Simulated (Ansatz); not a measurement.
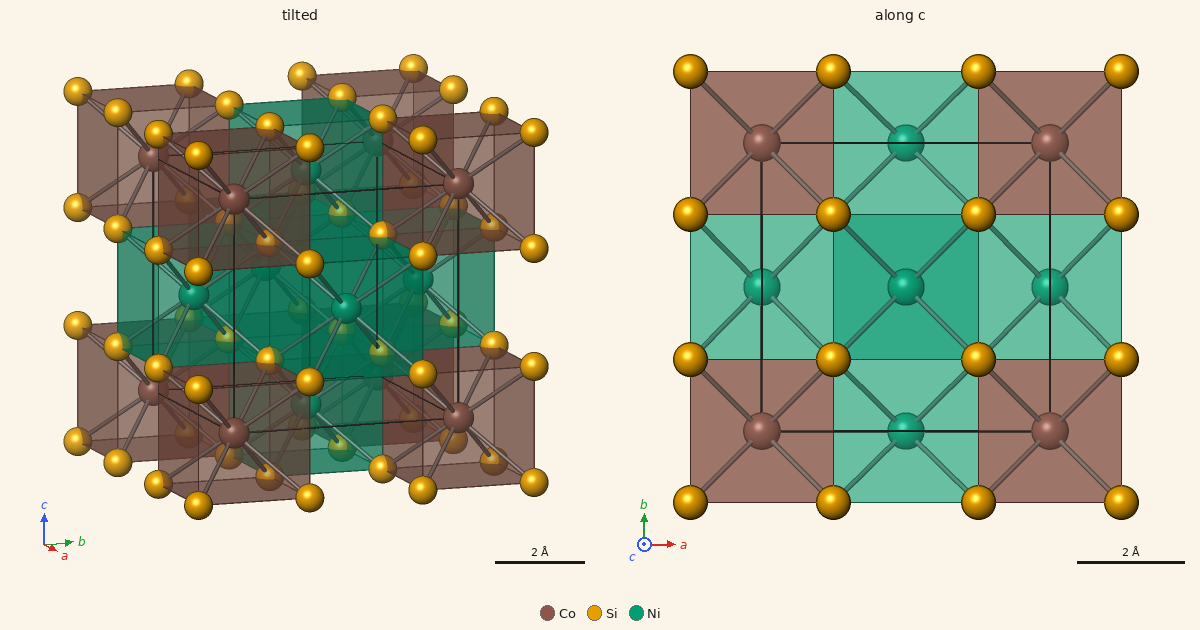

A polyhedral rendering, viewed slightly off an axis and along the c axis. The outline marks the conventional unit cell. Some atoms of the next cells are drawn as well.

CoSi8Ni3, space group Pm-3m (No. 221), a = 5.410 Å, b = 5.410 Å, c = 5.410 Å, α = 90.00°, β = 90.00°, γ = 90.00°. Starting structure: a structure type filled with these elements by a generator (whether the compound takes this form wasn't checked). Earlier steps of the study, as a rule a relaxation of our own, may have changed the cell and positions, so they can lie some per cent off the listed ones. It was run through Ansatz as a DFT input.

This one geometry was computed with Ansatz (DFT, plane waves, PAW) at three levels of theory: r2SCAN, LDA and PBE.

### Which level gives the highest pressure at this volume, and what does that say about its equilibrium volume?

Highest: PBE (0.0 GPa), which points to the largest equilibrium volume. Lowest, with the smallest volume: LDA (-8.1 GPa). Levels within 0.5 GPa of each other can't be told apart.

### How does the band gap change with the level of theory?

All levels give a metal.

### Collect the results in a table.

| level | cutoff (eV) | k-mesh of the run's cell | gap (eV) | pressure (GPa) |
| --- | --- | --- | --- | --- |
| r2SCAN | 500 | 8×8×8 | metal | -5.4 |
| LDA | 420 | 8×8×8 | metal | -8.1 |
| PBE | 420 | 8×8×8 | metal | 0.0 |

Gaps are taken on the k-mesh or band path of each run.
